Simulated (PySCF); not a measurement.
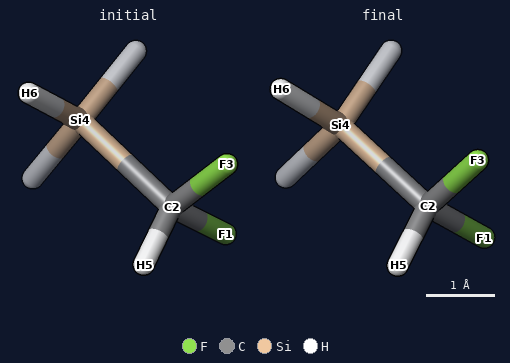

The structure of H$_{3}$SiCHF$_{2}$ before (left) and after (right) a relaxation, at one scale.

The picture is a stick view, seen from a free direction.

The start comes from GFN2-xTB. Its atoms were then displaced at random by about 0.03 Å.

Theory: PBE0-D3(BJ)/def2-SVP geometry optimisation, gas phase (PySCF). 

> Describe what moved and what it gained.

The Si atom moves most after the best rigid fit: 0.13 Å. Largest moves by element: Si 0.13 Å, F 0.09 Å, H 0.07 Å, C 0.02 Å. Near-neighbour distances that change, for instance: C–Si 2.053 → 1.922 Å, C–F 1.284 → 1.359 Å, H–Si 1.435 → 1.491 Å, C–H 1.072 → 1.107 Å. Bond angles that change, for instance: C–Si–H 100.5° → 108.8°, C–Si–H 102.9° → 108.5°, H–Si–H 116.0° → 110.7°. After 9 geometry steps the energy has fallen by 46.1 kJ/mol. Cost: 14 s on 1 thread of Arm Neoverse V2, with other jobs on the host.
